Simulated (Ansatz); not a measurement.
## Electronic structure of AlH₄NO₂···AsH₃ in real space

The calculation's input:

```
crystal:
  periodic: [false, false, false]
  atoms:
    - {symbol: Al, position_ang: [0.186671, -0.786601, -0.542531]}
    - {symbol: N, position_ang: [1.927143, -0.533812, -0.507980]}
    - {symbol: O, position_ang: [-0.477923, -1.791186, 0.652337]}
    - {symbol: O, position_ang: [-0.671104, -0.119928, -1.845847]}
    - {symbol: H, position_ang: [0.524921, 1.425000, 0.914381]}
    - {symbol: As, position_ang: [-0.714459, 2.120959, 1.473740]}
    - {symbol: H, position_ang: [2.439914, -0.008024, -1.194782]}
    - {symbol: H, position_ang: [2.545415, -0.926526, 0.180969]}
    - {symbol: H, position_ang: [-1.404584, -2.002478, 0.732127]}
    - {symbol: H, position_ang: [-1.612942, -0.198369, -1.974292]}
    - {symbol: H, position_ang: [-1.298711, 0.806399, 1.968863]}
    - {symbol: H, position_ang: [-1.444342, 2.014567, 0.143115]}
basis:
  gaussian: {orbitals: def2-TZVPP}
hamiltonian: {xc: pbe0, dispersion: d4}
output: {orbitals: {seedname: orbitals}}
```

Launched as:

```sh
ansatz run in.yaml --threads 8 --pin off --events-out ev --progress --plain --max-ram 19148MiB
```

The reactant side of a reaction path; geometry: PBE0-D4/def2-TZVP.

These are results of RKS PBE0-D4/def2-TZVPP in Ansatz, not measurements.

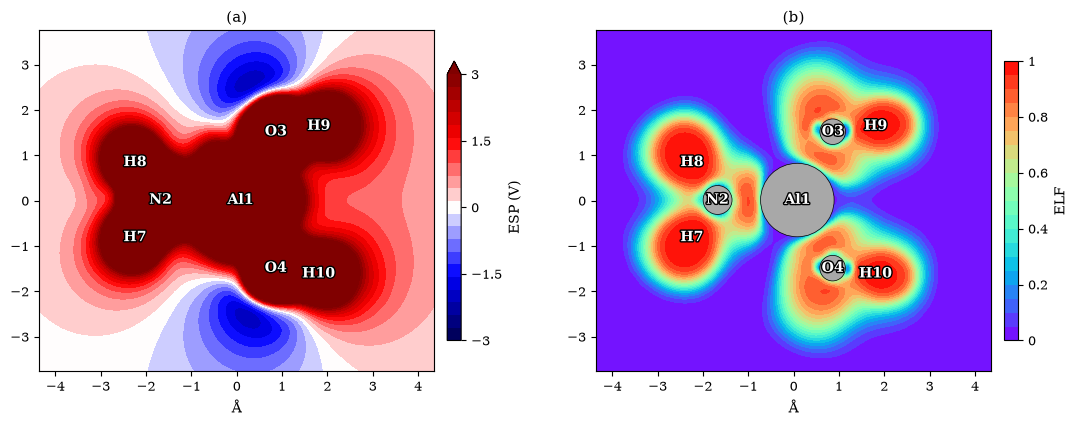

Figure 1. (a) electrostatic potential; (b) ELF on the plane of atoms Al1, O3 and H9. Grey discs cover the atomic cores in the ELF map.

**Read the bonding off the picture.**

The plane passes through Al, N, O and H nuclei.
Al–O (1.70 Å): the ELF peaks at about 0.85 in the valence shell of O, 0.6 Å from its nucleus, and is about 0.50 at the midpoint.
Al–N (1.76 Å): the ELF peaks at about 0.90 in the valence shell of N, 0.7 Å from its nucleus, and is about 0.65 at the midpoint.
O–H (0.95 Å): the ELF climbs to about 1 towards the hydrogen, as it does in any bond to H: a covalent bond by its length.
N–H (1.01 Å): the ELF climbs to about 1 towards the hydrogen: an ordinary covalent bond to hydrogen.
The ELF also peaks beside O4 and O3, away from the bonds: lone-pair regions.
Outside the dense part of the complex the potential is most negative (−2.1 V) near O3 and O4.

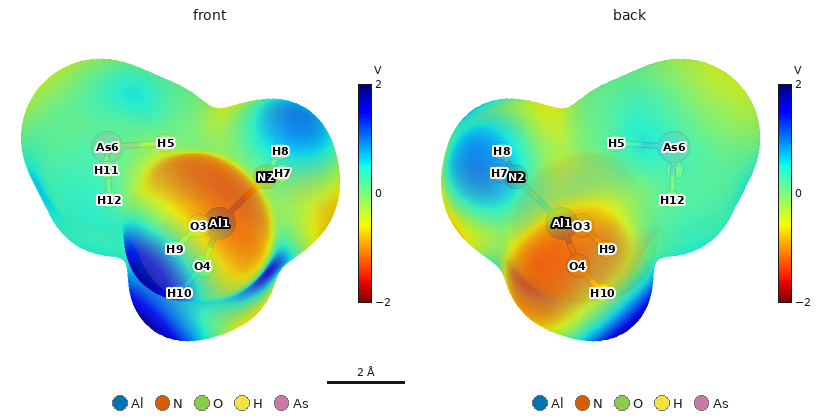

Figure 2. The electrostatic potential painted on the density surface at 0.001 e/bohr³, seen from the front and from behind; red is negative and blue positive.

**Where is the surface potential most negative and most positive?**

The most negative region (about −1.3 V, or −30 kcal/mol for a unit charge) lies over O3 and O4, the most positive (about +1.8 V, or +42 kcal/mol for a unit charge) over H9 and H10.

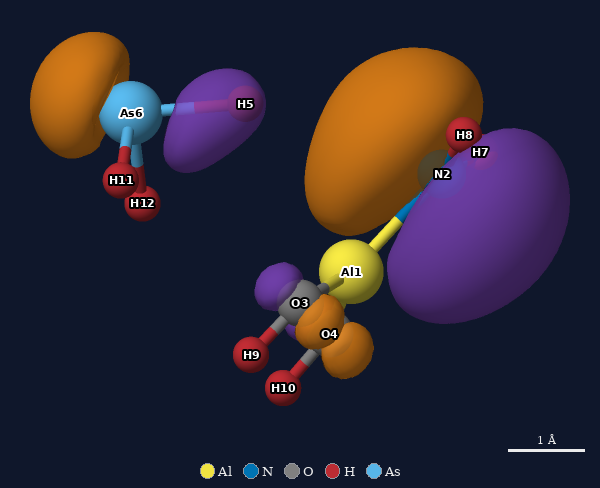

Figure 3. The HOMO at ±0.08 Å⁻³ᐟ² (orange and purple are the two phases), seen across its widest extent.

**Where does this orbital lie, and at what energy?**

By Hirshfeld shares it lies mainly on N2 (about 70 %); largely a lone pair of N2. Its energy is −7.13 eV.
